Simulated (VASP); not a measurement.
# ZnO (zincite): the relaxed cell at several levels

Aim: relax ZnO (zincite) at several levels and hold each cell against experiment. The levels: LDA, PBE, r2SCAN, PBE + D3(BJ), r2SCAN + rVV10, PBE + D4, PBE + TS and rev-vdW-DF2. The start is a cell from a database of measured crystal structures.

Calculated with VASP 6.6.1; LDA; plane waves and PAW (Zn, O), in the first sound run; inputs show where later runs differ.

The experiments to compare with:

For ZnO, wurtzite (polycrystalline, from oxalate precursor, 298 K), “Local structures of polar wurtzites Zn1-xMgxO studied by Raman and 67Zn/25Mg NMR spectroscopies and by total neutron scattering” (2008, arxiv:0808.0492) gives, by time-of-flight neutron powder diffraction: lattice constant a (a, Rietveld) 3.24945 ± 1e-05 Å; lattice constant c (c, Rietveld) 5.20574 ± 3e-05 Å.

**1. The starting structure**

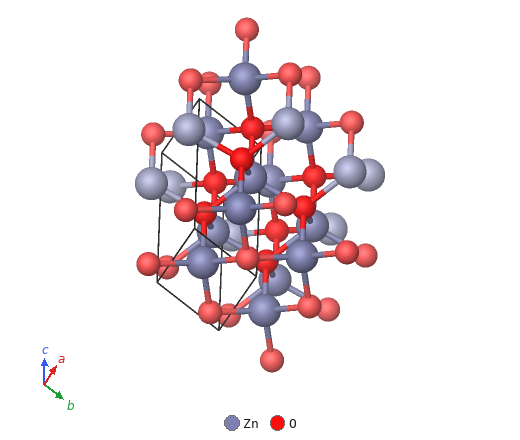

The starting structure, seen from a free direction (zinc blue, oxygen red). 2×2×1 cells are drawn. Some periodic images of atoms are drawn too.

**2. Relaxation with LDA**

Properties are meant for the cell that this level of theory prefers, so cell and atoms are relaxed first (ISIF = 3) until forces and stress are small; EDIFFG sets the threshold. LDA, the lowest rung, knows the local density alone.

INCAR

```
SYSTEM = ZnO
PREC = Accurate
ENCUT = 560
EDIFF = 1E-06
NELM = 100
ISMEAR = -1
SIGMA = 0.05
LREAL = .FALSE.
ALGO = Normal
GGA = CA
NBANDS = 24
LORBIT = 11
LWAVE = .FALSE.
LCHARG = .FALSE.
KPAR = 4
IBRION = 2
NSW = 60
ISIF = 3
EDIFFG = -0.01
```

POSCAR

```
ZnO
1.0
    3.2493080000      0.0000000000      0.0000000000
   -1.6246540000      2.8139832727      0.0000000000
    0.0000000000      0.0000000000      5.2057090000
Zn O
2 2
Direct
    0.3333333333      0.6666666667      0.5000000000
    0.6666666667      0.3333333333      0.0000000000
    0.6666666667      0.3333333333      0.3790100000
    0.3333333333      0.6666666667      0.8790100000
```

KPOINTS

```
Automatic mesh
0
Gamma
8 8 5
0 0 0
```

PAW data sets: Zn and O (PBE family, release 64).

On the command line:

```sh
mpirun -np 4 vasp_std
```

Numbers of over 12 decimals in the logs are rounded to 6 here.

What it wrote:

```text
[banner, memory and clock lines left out]
running    4 mpi-ranks, on    1 nodes
 distrk:  each k-point on    1 cores,    4 groups
 distr:  one band on    1 cores,    1 groups

 POSCAR found type information on POSCAR ZnO
 POSCAR found :  2 types and       4 ions
|                                                                             |
|               ----> ADVICE to this user running VASP <----                  |
|                                                                             |
|     You enforced a specific xc type in the INCAR file but a different       |
|     [... a line on the potential file left out ...]
|     I HOPE YOU KNOW WHAT YOU ARE DOING!                                     |
|                                                                             |

 LDA part: xc-table for (Slater(with rela. corr.)+CA(PZ))
 , standard interpolation
 POSCAR, INCAR and KPOINTS ok, starting setup
 FFT: planning ... GRIDC
 FFT: planning ... GRID_SOFT
 FFT: planning ... GRID
 WAVECAR not read
 entering main loop
       N       E                     dE             d eps       ncg     rms          rms(c)
DAV:   1     0.292962176073E+03    0.29296E+03   -0.19522E+04  1448   0.231E+03
DAV:   2     0.492196058930E+01   -0.28804E+03   -0.27356E+03  1568   0.438E+02
DAV:   3    -0.235387007268E+02   -0.28461E+02   -0.28249E+02  1608   0.144E+02
DAV:   4    -0.240092576556E+02   -0.47056E+00   -0.47023E+00  1744   0.195E+01
DAV:   5    -0.240121749162E+02   -0.29173E-02   -0.29172E-02  1600   0.144E+00    0.137E+01
DAV:   6    -0.211283293428E+02    0.28838E+01   -0.79622E+00  2552   0.683E+01    0.902E+00
DAV:   7    -0.212517445091E+02   -0.12342E+00   -0.23827E+00  1520   0.171E+01    0.539E+00
DAV:   8    -0.212449737962E+02    0.67707E-02   -0.69843E-01  1960   0.774E+00    0.171E+00
DAV:   9    -0.211893897767E+02    0.55584E-01   -0.12392E-01  2152   0.682E+00    0.421E-01
DAV:  10    -0.211909077332E+02   -0.15180E-02   -0.44790E-02  1488   0.151E+00    0.887E-02
DAV:  11    -0.211908977083E+02    0.10025E-04   -0.77882E-04  1696   0.245E-01    0.325E-02
DAV:  12    -0.211908979262E+02   -0.21788E-06   -0.43036E-05  1608   0.615E-02    0.999E-03
DAV:  13    -0.211908985239E+02   -0.59771E-06   -0.16563E-06  1280   0.346E-02
   1 F= -.21190899E+02 E0= -.21190895E+02  d E =-.211909E+02
 curvature:   0.00 expect dE= 0.000E+00 dE for cont linesearch  0.000E+00
 trial: gam= 0.00000 g(F)=  0.602E-03 g(S)=  0.116E+00 ort = 0.000E+00 (trialstep = 0.100E+01)
 search vector abs. value=  0.116E+00
 bond charge predicted
       N       E                     dE             d eps       ncg     rms          rms(c)
DAV:   1    -0.230020567530E+02   -0.18112E+01   -0.23172E+01  1728   0.895E+01    0.989E+00
DAV:   2    -0.213860250178E+02    0.16160E+01   -0.64047E+00  1664   0.534E+01    0.333E+00
DAV:   3    -0.212707950492E+02    0.11523E+00   -0.21463E-01  1480   0.419E+00    0.179E+00
DAV:   4    -0.212144885224E+02    0.56307E-01   -0.20413E-02  2328   0.428E+00    0.270E-01
DAV:   5    -0.212141880590E+02    0.30046E-03   -0.11502E-02  1568   0.838E-01    0.103E-01
DAV:   6    -0.212140814633E+02    0.10660E-03   -0.59445E-04  1624   0.191E-01    0.452E-02
DAV:   7    -0.212140931045E+02   -0.11641E-04   -0.11936E-04  1696   0.389E-01    0.244E-02
DAV:   8    -0.212140884359E+02    0.46686E-05   -0.27894E-05  1992   0.991E-02    0.825E-03
DAV:   9    -0.212140875735E+02    0.86236E-06   -0.55821E-06  1952   0.524E-02
   2 F= -.21214088E+02 E0= -.21214086E+02  d E =-.231890E-01
[...]
3 F= -.21228005E+02 E0= -.21228002E+02  d E =-.371060E-01
[...]
4 F= -.21228130E+02 E0= -.21228128E+02  d E =-.125090E-03
[...]
5 F= -.21228131E+02 E0= -.21228129E+02  d E =-.126146E-03
[...]
6 F= -.21228200E+02 E0= -.21228198E+02  d E =-.689480E-04
 trial-energy change:   -0.000069  1 .order   -0.000067   -0.000077   -0.000057
 step:   3.6835(harm=  3.6835)  dis= 0.00343  next Energy=   -21.228282 (dE=-0.151E-03)
 bond charge predicted
       N       E                     dE             d eps       ncg     rms          rms(c)
DAV:   1    -0.212290798472E+02   -0.88026E-03   -0.15753E-01  1440   0.304E+00    0.215E-01
DAV:   2    -0.212285864027E+02    0.49344E-03   -0.31099E-03  1664   0.810E-01    0.124E-01
DAV:   3    -0.212282888953E+02    0.29751E-03   -0.24184E-04  1968   0.204E-01    0.418E-02
DAV:   4    -0.212282591307E+02    0.29765E-04   -0.78528E-05  1824   0.984E-02    0.814E-03
DAV:   5    -0.212282597674E+02   -0.63672E-06   -0.10558E-05  1512   0.365E-02    0.302E-03
DAV:   6    -0.212282597544E+02    0.13071E-07   -0.40888E-07   768   0.970E-03
   7 F= -.21228260E+02 E0= -.21228258E+02  d E =-.129046E-03
 curvature:  -2.44 expect dE=-0.253E-04 dE for cont linesearch -0.156E-07
 trial: gam= 0.17309 g(F)=  0.819E-08 g(S)=  0.104E-04 ort =-0.834E-06 (trialstep = 0.149E+01)
 search vector abs. value=  0.133E-04
 reached required accuracy - stopping structural energy minimisation
```

Run time: 26 s. Hardware: 4 MPI ranks of Intel Xeon Platinum 8488C (Sapphire Rapids), shared host; peak memory 0.7 GiB; 100 s of CPU time.

Lines that name or quote the potential files are left out of all logs, and their timing lines are given in words.

OUTCAR, selected parts (step 2):

```text
ion  position               nearest neighbor table
   1  0.333  0.667  0.500-   4 1.97   3 1.98   3 1.98   3 1.98
   2  0.667  0.333  0.000-   3 1.97   4 1.98   4 1.98   4 1.98
   3  0.667  0.333  0.379-   2 1.97   1 1.98   1 1.98   1 1.98
   4  0.333  0.667  0.879-   1 1.97   2 1.98   2 1.98   2 1.98

  LATTYP: Found a hexagonal cell.
 ALAT       =     3.2493080000
 C/A-ratio  =     1.6020977390

 Subroutine GETGRP returns: Found 12 space group operations
 (whereof  6 operations were pure point group operations)

The static configuration has the point symmetry C_3v.
 The point group associated with its full space group is C_6v.

 Found     30 irreducible k-points:

   k-points           NKPTS =     30   k-points in BZ     NKDIM =     30   number of bands    NBANDS=     24

   dimension x,y,z NGX =    28 NGY =   28 NGZ =   40
   dimension x,y,z NGXF=    56 NGYF=   56 NGZF=   80

   ENCUT  =  560.0 eV  41.16 Ry    6.42 a.u.   6.27  6.27 10.04*2*pi/ulx,y,z

   NELECT =      36.0000    total number of electrons

 k-points in reciprocal lattice and weights: Automatic mesh
   0.00000000  0.00000000  0.00000000       0.003
   0.12500000  0.00000000  0.00000000       0.019
   0.25000000  0.00000000  0.00000000       0.019
   0.37500000  0.00000000  0.00000000       0.019
   0.50000000  0.00000000  0.00000000       0.009
   0.12500000  0.12500000  0.00000000       0.019
   0.25000000  0.12500000  0.00000000       0.038
   0.37500000  0.12500000  0.00000000       0.038
   0.25000000  0.25000000  0.00000000       0.019
[...]
0.25000000  0.25000000  0.40000000       0.038
   0.37500000  0.25000000  0.40000000       0.038

 average (electrostatic) potential at core
       1 -35.2518       2 -35.2518       3 -72.9013       4 -72.9013

 E-fermi :   1.5876

 k-point     1 :       0.0000    0.0000    0.0000
  band No.  band energies     occupation
    ...
     14       0.3078      2.00000
     15       0.3078      2.00000
     16       1.0575      1.99995
     17       1.1604      1.99961
     18       1.1604      1.99961
     19       1.9479      0.00148
     20       6.4157      0.00000
     21       9.3234      0.00000
     22      14.0774      0.00000
     23      14.0774      0.00000
    ...

 k-point     2 :       0.1250    0.0000    0.0000
  band No.  band energies     occupation
    ...
     14      -0.2703      2.00000
     15       0.0893      2.00000
     16       0.3500      2.00000
     17       0.9469      1.99999
     18       1.0426      1.99996
     19       2.9621      0.00000
     20       7.0608      0.00000
     21       9.3039      0.00000
     22      12.6344      0.00000
     23      14.2369      0.00000
    ...

 k-point     3 :       0.2500    0.0000    0.0000
  band No.  band energies     occupation
    ...
     14      -1.4647      2.00000
     15      -0.5892      2.00000
     16      -0.4398      2.00000
     17       0.6040      2.00000
     18       0.7400      2.00000
     19       4.4306      0.00000
     20       8.2773      0.00000
     21       9.2108      0.00000
     22      10.7749      0.00000
     23      12.8237      0.00000
    ...

  Total        0.0159100      0.0159100      0.0187619      0.0000000      0.0000000      0.0000000
  in kB        0.5578292      0.5578292      0.6578206      0.0000000      0.0000000      0.0000000
  external PRESSURE =       0.5911597 kB  Pullay stress =       0.0000000 kB

  energy-cutoff  :      560.00
  volume of cell :       45.70
      direct lattice vectors                 reciprocal lattice vectors
     3.195641893  0.000000000  0.000000000     0.312926177  0.180668012  0.000000000
    -1.597820946  2.767507061 -0.000000000    -0.000000000  0.361336025 -0.000000000
    -0.000000000  0.000000000  5.166933307    -0.000000000 -0.000000000  0.193538399

 POSITION                                       TOTAL-FORCE (eV/Angst)
 -----------------------------------------------------------------------------------
     -0.00000      1.84500      2.58512        -0.000000      0.000000      0.000206
      1.59782      0.92250      0.00165        -0.000000      0.000000      0.000206
      1.59782      0.92250      1.95666         0.000000     -0.000000     -0.000206
     -0.00000      1.84500      4.54013         0.000000     -0.000000     -0.000206
 -----------------------------------------------------------------------------------
    total drift:                               -0.000000     -0.000001     -0.000526

  FREE ENERGIE OF THE ION-ELECTRON SYSTEM (eV)
  ---------------------------------------------------
  free  energy   TOTEN  =       -21.2282597544 eV

  energy  without entropy=      -21.2282553750  energy(sigma->0) =      -21.22825756

 reached required accuracy - stopping structural energy minimisation

 total charge
# of ion       s       p       d       tot
------------------------------------------
    1        0.482   0.540   9.924  10.946
    2        0.482   0.540   9.924  10.946
    3        1.531   3.455   0.000   4.986
    4        1.531   3.455   0.000   4.986
--------------------------------------------------
tot          4.026   7.990  19.849  31.865

[... 3 further parts left out ...]
```

The gap is read on the k-mesh alone, so it is an upper bound where the band edges lie off the mesh. The PAW data sets were made with PBE, though LDA sets exist; this is a small mismatch. The run keeps the 12 symmetry operations of its start, so it cannot find a distortion of lower symmetry.

The steps of the relaxation:

```
step  energy less that of the first step (eV)  largest force (eV/Å)  pressure (GPa)  volume (Å³)
   1                                   0.0000                0.0558           -5.95        47.60
   2                                  -0.0232                0.0415            4.16        44.62
   3                                  -0.0371                0.0025            0.04        45.71
   4                                  -0.0372                0.0191           -0.16        45.73
   5                                  -0.0372                0.0202           -0.03        45.73
   6                                  -0.0373                0.0155            0.02        45.72
   7                                  -0.0374                0.0002            0.06        45.70
```

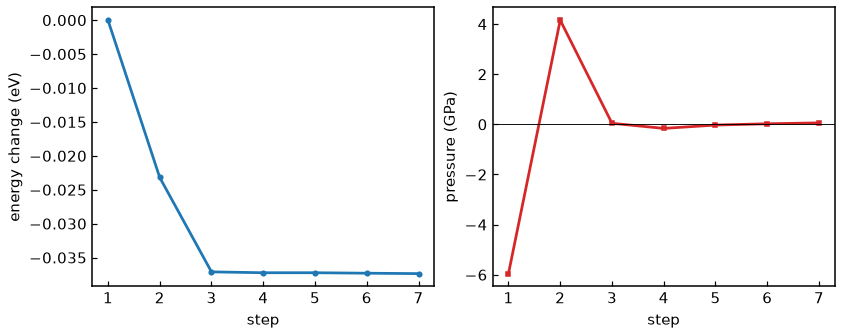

Energy and pressure along the relaxation.

```
conventional cell, symmetrised  before  after  change
                         a (Å)   3.249  3.196  -1.7 %
                         b (Å)   3.249  3.196  -1.7 %
                         c (Å)   5.206  5.167  -0.7 %
              volume (Å³/atom)   11.90  11.42  -4.0 %
```

The relaxed structure:

```xyz
4
Lattice="3.1956 0.0000 0.0000 -1.5978 2.7675 0.0000 0.0000 0.0000 5.1669" Properties=species:S:1:pos:R:3 pbc="T T T"
Zn    0.0000    1.8450    2.5851
Zn    1.5978    0.9225    0.0017
O     1.5978    0.9225    1.9567
O     0.0000    1.8450    4.5401
```

Numbers from this step:

| Item | Value |
| --- | --- |
| electrons | 36 |
| bands | 24 |
| irreducible k-points | 30 |
| symmetry operations | 12 |
| free energy (TOTEN) | -21.23 eV |
| Fermi energy | 1.588 eV |
| pressure | 0.05912 GPa |
| metallic | no |
| valence top at k | 0, 0, 0 |
| conduction bottom at k | 0, 0, 0 |
| least direct gap at k | 0, 0, 0 |
| SCF cycles over all ionic steps | 50 |
| gap on the k-mesh | 0.7875 eV |
| least direct gap on the k-mesh | 0.7875 eV |

It ends with forces under 0.001 eV/Å and a pressure of 0.06 GPa. The volume lies -4.0 % from that of the database's start, which holds the thermal and zero-point expansion of its experiment. LDA is known to overbind. The conventional cell has a = 3.196 and c = 5.167 Å.

(Part 1 of 3 ends here.)

[Lines on the potential files, build, host, timing and source positions are cut from VASP's logs without a mark.]

[Logs are printed without paths, hosts, clocks, repeated set-up lines and the standing remarks that a program may print on its own settings, such as how far it seeks lower states.]

[Hosts, paths, dates, database ids (printed as entryN), source tags and the programs' standing remarks are cut or masked in the printed files.]

[Measured values are set beside computed ones only where the two were judged alike; some that the calculation misses by far are left out.]
